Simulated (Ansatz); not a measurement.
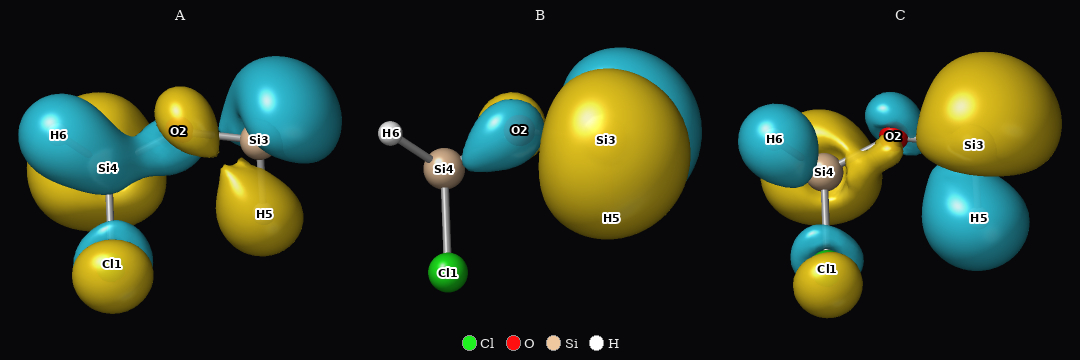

The picture shows: ClH$_{2}$OSi$_{2}$ (SMILES [SiH]O[SiH]Cl) (doublet). Three frontier orbitals at ±0.08 Å⁻³ᐟ² (yellow and cyan are the two phases), in no order.

Geometry: BLYP-D3(BJ)/def2-SVP.

All numbers below come from isolated molecule in a Gaussian basis; Kohn-Sham density functional theory, functional PBE0 in Ansatz.

Input

```
crystal:
  periodic: [false, false, false]
  atoms:
    - {symbol: Cl, position_ang: [0.147233, -0.385329, 0.937645]}
    - {symbol: O, position_ang: [1.095931, -0.289085, -2.027102]}
    - {symbol: Si, position_ang: [0.476670, -1.634308, -2.868070]}
    - {symbol: Si, position_ang: [0.969412, 0.698084, -0.668440]}
    - {symbol: H, position_ang: [-0.703039, -1.974232, -1.902146]}
    - {symbol: H, position_ang: [2.374470, 1.098823, -0.282953]}
basis:
  gaussian:
    orbitals: def2-TZVPD
magnetization:
  spin_polarized: true
  initial_magnetization: 1
hamiltonian:
  xc: pbe0
output: {forces: true, orbitals: {seedname: orbitals}}
```

Launched as:

```sh
ansatz run input.yaml --threads 1 --pin off --max-ram 2610MiB --events-out events.jsonl --progress --plain --runs-dir runs
```

Question: Which picture is the HOMO−1, the HOMO and the LUMO? All are α orbitals.

Answer: C is the HOMO−1 (α) (−7.02 eV). By Hirshfeld shares it lies mainly on Si3 (about 50 %), Si4 (about 20 %), H5 (about 15 %) and Cl1 (about 5 %). A is the HOMO (α) (−6.56 eV). By Hirshfeld shares it lies mainly on Si4 (about 45 %), Si3 (about 25 %), Cl1 (about 10 %), O2 (about 10 %), H5 (about 5 %) and H6 (about 5 %). B is the LUMO (α) (−2.56 eV). It lies mainly on Si3 (about 85 %) and O2 (about 10 %).

Question: What is the gap between the highest occupied and lowest empty α orbitals?

Answer: 4.00 eV between the orbital energies.
